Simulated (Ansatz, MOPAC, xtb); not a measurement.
# How methods differ on C2F3N (trifluoromethylisocyanide)

C2F3N, singlet, SMILES `[C-]#[N+]C(F)(F)F`. Each level relaxes the structure for itself.

Each level gives the zero-point energy at each level's own minimum (kJ/mol). The values are calculated.

```json
{"level": "GFN1-xTB", "kind": "semi-empirical", "program": "xtb", "value (kJ/mol)": "55.1"}
{"level": "MNDO", "kind": "semi-empirical", "program": "MOPAC", "value (kJ/mol)": "67.3"}
{"level": "PM3", "kind": "semi-empirical", "program": "MOPAC", "value (kJ/mol)": "61.2"}
{"level": "PM6-DH+", "kind": "semi-empirical", "program": "MOPAC", "value (kJ/mol)": "57.8"}
{"level": "HF/STO-3G", "kind": "Hartree–Fock", "program": "Ansatz", "value (kJ/mol)": "64.6"}
{"level": "HF/3-21G", "kind": "Hartree–Fock", "program": "Ansatz", "value (kJ/mol)": "65.3"}
{"level": "HF/6-31G* (Cartesian functions)", "kind": "Hartree–Fock", "program": "Ansatz", "value (kJ/mol)": "64.9"}
{"level": "PBE/def2-SVP", "kind": "GGA", "program": "Ansatz", "value (kJ/mol)": "56.9"}
{"level": "PBE0-D4/def2-TZVP", "kind": "global hybrid", "program": "Ansatz", "value (kJ/mol)": "58.8"}
{"level": "B3LYP/6-31G* (Cartesian functions)", "kind": "global hybrid", "program": "Ansatz", "value (kJ/mol)": "58.3"}
```

Harmonic and unscaled. The values span 55.1 to 67.3 kJ/mol.

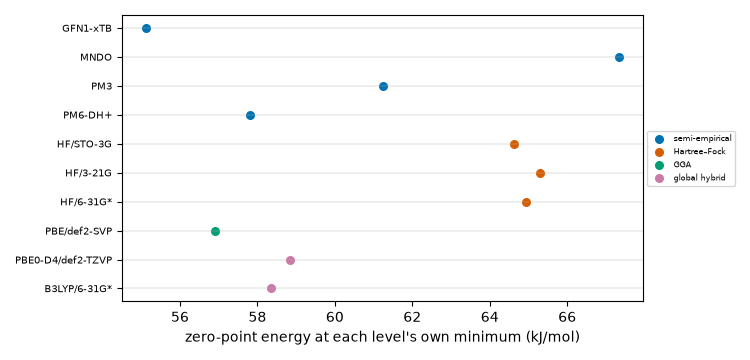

The values of the table, level by level.
